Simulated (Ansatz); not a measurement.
Three curves of one kind of scan: energy against volume (even scaling of the relaxed cell, symmetry kept). Level of theory: r2SCAN (plane waves to 500 eV, PAW, scalar-relativistic; Ansatz, a quantum-chemistry and plane-wave program). Each is measured from its own zero (the relaxed starting cell). 

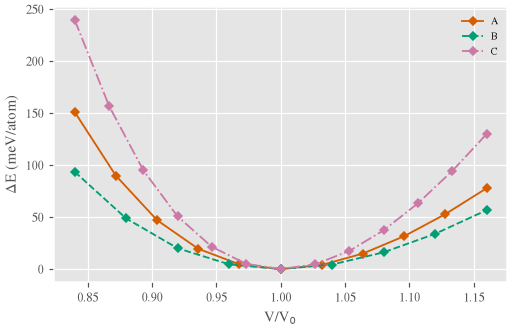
Fig. 1. Curves A, B and C.

```json
[
 {"V/V₀": "0.840", "ΔE (meV/atom)": "94"},
 {"V/V₀": "0.920", "ΔE (meV/atom)": "20"},
 {"V/V₀": "1.000", "ΔE (meV/atom)": "0"},
 {"V/V₀": "1.080", "ΔE (meV/atom)": "16"},
 {"V/V₀": "1.160", "ΔE (meV/atom)": "57"}
]
```

Q: Which curve does this table belong to?

A: Curve B, which is Mg (hcp, Mg type). The others: A is Zn (hcp, Mg type); C is NiSi (MnP type, space group Pnma).

All were relaxed with their symmetry unable to fall. NiSi is run without spin polarisation.

(Under strain, the slope of the energy per volume gives the stress and its curvature an elastic modulus.)
